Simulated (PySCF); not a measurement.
# [Eu(H2O)2]3+: other functionals and bases at one geometry

How far do other levels of theory move the description of [Eu(H2O)2]3+, and what does each cost? The structure is generated, not taken from experiment.

The runs use PySCF 2.14.0; several levels, as the steps say, no spin–orbit coupling.

2 further runs of the same task are left out: 2 for a known fault of the program.

**1. The starting structure**

7 atoms, charge 3, spin multiplicity 1.

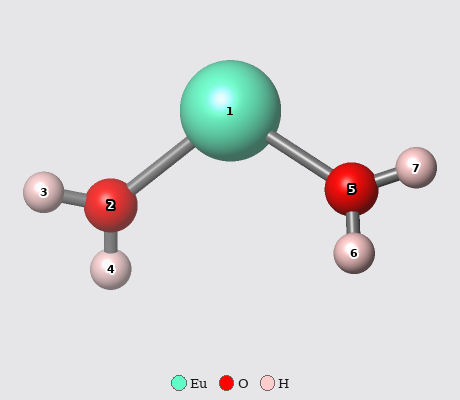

The structure; europium green, oxygen red, hydrogen pink; atoms are numbered from 1 in the order of the file.

As a file:

```xyz
7

Eu   -0.1894    1.0834    0.0071
O     0.0754   -0.1750    1.8564
H     0.5236    0.0739    2.7081
H    -0.2469   -1.0957    2.0435
O    -0.0349   -0.1671   -1.8588
H     0.2985   -1.0959   -1.9672
H    -0.2767    0.0878   -2.7890
```

Formal oxidation states: Eu +3. Each metal's 6 4f electrons lie in its core potential, so multiplicities, spins and levels count the valence alone. An earlier session relaxed this geometry at PBE0, Eu lcecp-1-SVP with ECP52, O def2-SVP, H def2-SVP (singlet, point group C1).

At PBE0 on the finer grid: E = -186.695644 Eh, HOMO -26.43 eV, LUMO -18.53 eV, Mulliken charge on Eu1 +2.24 e, largest force component 0.018 eV/Å. 

Levels to run: PBE; revPBE; CAM-B3LYP; HF; PBE0, TZVP. Hardware: 2 threads of Arm Neoverse V1, shared host.

**2. PBE**

File run.py (the lines that set the calculation):

```python
mol = gto.M(atom='''
Eu    -0.18943     1.08341     0.00707
O      0.07537    -0.17500     1.85638
H      0.52356     0.07394     2.70806
H     -0.24692    -1.09574     2.04348
O     -0.03491    -0.16706    -1.85876
H      0.29855    -1.09587    -1.96724
H     -0.27674     0.08777    -2.78899''',
    basis={'Eu': 'lcecp-1-SVP', 'O': 'def2-SVP', 'H': 'def2-SVP'},
    ecp={'Eu': 'lcecp-1-SVP'},
    charge=3, spin=0)
mf = dft.RKS(mol, xc='PBE')
mf.grids.atom_grid = (75, 302)  # f atoms: unpruned, at least (60, 302)
mf = mf.density_fit()  # fitting sets: Eu AutoAux, O def2-universal-JKFIT, H def2-universal-JKFIT
mf.conv_tol = 1e-08; mf.max_cycle = 55
mf.kernel(dm0)  # dm0: the density of the relaxed state
```

On the command line:

```sh
$ OMP_NUM_THREADS=2 python run.py
```

**3. revPBE**

run.py (the lines that set the calculation): that of step 2 with these lines changed.

```diff
@@ -11,3 +11,3 @@
     charge=3, spin=0)
-mf = dft.RKS(mol, xc='PBE')
+mf = dft.RKS(mol, xc='PBE_R,PBE')
 mf.grids.atom_grid = (75, 302)  # f atoms: unpruned, at least (60, 302)
```

**4. CAM-B3LYP**

run.py (the lines that set the calculation): that of step 3 with these lines changed.

```diff
@@ -11,3 +11,3 @@
     charge=3, spin=0)
-mf = dft.RKS(mol, xc='PBE_R,PBE')
+mf = dft.RKS(mol, xc='CAMB3LYP')
 mf.grids.atom_grid = (75, 302)  # f atoms: unpruned, at least (60, 302)
```

**5. HF**

run.py (the lines that set the calculation): that of step 4 with these lines changed.

```diff
@@ -11,4 +11,3 @@
     charge=3, spin=0)
-mf = dft.RKS(mol, xc='CAMB3LYP')
-mf.grids.atom_grid = (75, 302)  # f atoms: unpruned, at least (60, 302)
+mf = scf.RHF(mol)
 mf = mf.density_fit()  # fitting sets: Eu AutoAux, O def2-universal-JKFIT, H def2-universal-JKFIT
```

**6. PBE0, TZVP**

Basis: Eu lcecp-1-TZVP with ECP52, O def2-TZVP, H def2-TZVP. 

File run.py (the lines that set the calculation):

```python
mol = gto.M(atom='''
Eu    -0.18943     1.08341     0.00707
O      0.07537    -0.17500     1.85638
H      0.52356     0.07394     2.70806
H     -0.24692    -1.09574     2.04348
O     -0.03491    -0.16706    -1.85876
H      0.29855    -1.09587    -1.96724
H     -0.27674     0.08777    -2.78899''',
    basis={'Eu': 'lcecp-1-TZVP', 'O': 'def2-TZVP', 'H': 'def2-TZVP'},
    ecp={'Eu': 'lcecp-1-TZVP'},
    charge=3, spin=0)
mf = dft.RKS(mol, xc='PBE0')
mf.grids.atom_grid = (75, 302)  # f atoms: unpruned, at least (60, 302)
mf = mf.density_fit()  # fitting sets: Eu AutoAux, O def2-universal-JKFIT, H def2-universal-JKFIT
mf.conv_tol = 1e-08; mf.max_cycle = 55
mf.kernel(dm0)  # dm0: free metal ions and neutral atoms
```

What does the calculation give? Wanted: for each run, HOMO; gap; charge on Eu1; dipole; largest force.

The runs gave:

| level | state | HOMO (eV) | gap (eV) | charge on Eu1 (e) | dipole (D) | largest force (eV/Å) | basis functions | time |
| --- | --- | --- | --- | --- | --- | --- | --- | --- |
| PBE0 (relaxed here) | singlet | -26.43 | 7.91 | 2.24 | 2.95 | 0.02 | 81 | 7.4 s |
| PBE | singlet | -24.68 | 5.17 | 2.14 | 3.27 | 0.46 | 81 | 3.8 s |
| revPBE | singlet | -24.63 | 5.19 | 2.15 | 3.22 | 0.43 | 81 | 3.7 s |
| CAM-B3LYP | singlet | -27.90 | 10.47 | 2.23 | 2.89 | 0.11 | 81 | 4.1 s |
| HF | singlet | -31.01 | 15.99 | 2.46 | 2.31 | 1.35 | 81 | 1.5 s |
| PBE0, TZVP | singlet | -26.42 | 7.98 | 2.39 | 2.98 | 0.28 | 133 | 8.6 s |

Times are on 2 threads of Arm Neoverse V1, shared host; the first row also made further properties. The dipole of a charged species depends on the origin, so these sizes hold for this origin alone.

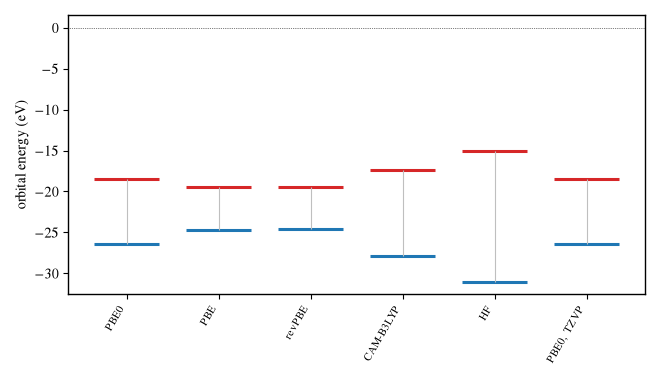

Highest filled and lowest empty level, method by method.

In one basis the HOMO–LUMO gap runs from 5.17 eV (PBE) to 15.99 eV (HF). The largest leftover force, 1.35 eV/Å with HF, stands at a geometry relaxed at another level. The Mulliken charge on Eu spans +2.14 to +2.46 e over the levels. With 4f in the core, its levels are missing from HOMO and gap. Total energies of different levels can't be compared. Spin–orbit coupling is left out throughout.
